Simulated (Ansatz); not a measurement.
ZnSnN2 (Pna2_1), computed twice by G0W0.

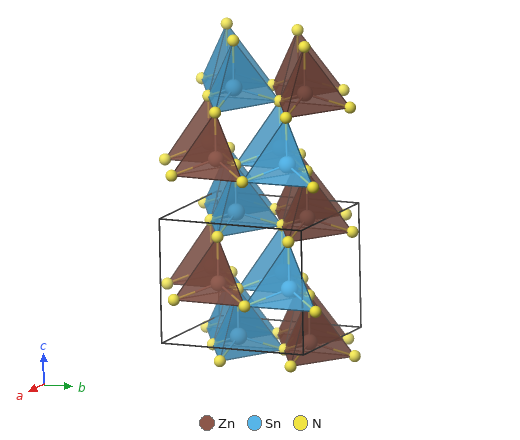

The structure (zinc brown, tin blue, nitrogen yellow). 1×1×2 cells are drawn. Some periodic images of atoms are drawn too.

```xyz
16
Lattice="5.8543 0.0000 0.0000 0.0000 6.7375 0.0000 0.0000 0.0000 5.4806" Properties=species:S:1:pos:R:3 pbc="T T T"
Zn    3.4134    5.8949    5.4741
Zn    2.4409    0.8426    2.7338
Zn    5.3680    2.5262    2.7338
Zn    0.4863    4.2113    5.4741
Sn    3.4447    2.5270    5.4766
Sn    2.4096    4.2105    2.7363
Sn    5.3368    5.8957    2.7363
Sn    0.5175    0.8418    5.4766
N     3.4095    2.5223    2.0736
N     2.4448    4.2152    4.8139
N     5.3719    5.8910    4.8139
N     0.4824    0.8464    2.0736
N     3.3938    5.9006    2.0473
N     2.4605    0.8369    4.7876
N     5.3876    2.5318    4.7876
N     0.4667    4.2056    2.0473
```

The cell and positions are those that the Materials Project relaxed with its own functionals (PBE, PBE+U or r2SCAN), kept fixed.

The first (Ansatz 0.2.0; start PBE with 35 % exact exchange, 2×2×2 mesh, 901 empty bands, screening to 150 eV, PAW set soft_1 files; 1 × NVIDIA H100 80GB HBM3 (shared by 6 runs) with 2 threads of AMD EPYC 7R13 (Zen 3), shared host) gave, on its mesh: starting gap 2.83 eV, G0W0 gap 1.97 eV, RPA ε∞ (mean) 5.41, 2.8 min.

The second gave: starting gap 0.36 eV, G0W0 gap 0.76 eV, RPA ε∞ (mean) 179.42, 48 s.

Q: What was changed in the input? Choose among start, files, mesh, bands and cutoff, frequency model or another key.

Changed: start from PBE with 35 % exact exchange to PBE+U(Zn-d,8). A jump of this size in the start, with ε∞ moving the other way, marks another functional. Other changes could give like numbers; this is the one that was made.

Limits: not at the basis limit; screening runs away on this mesh; d shell near the gap, gap tends to lie low; no spin-orbit coupling; coarse k mesh.

[Paths, hosts, dates, memory and timing lines, banners, echoed tables and standing remarks are left out of the program output.]

[Logs are printed without paths, hosts, clocks, repeated set-up lines and the standing remarks that a program may print on its own settings, such as how far it seeks lower states.]

[Runs of the session that timed out or met a known fault of the program may be left out.]

[Cells called generated may have been cut or substituted from an entry of the Crystallography Open Database or the Materials Project.]

[Hosts, paths, dates, database ids (printed as entryN), source tags and the programs' standing remarks are cut or masked in the printed files.]
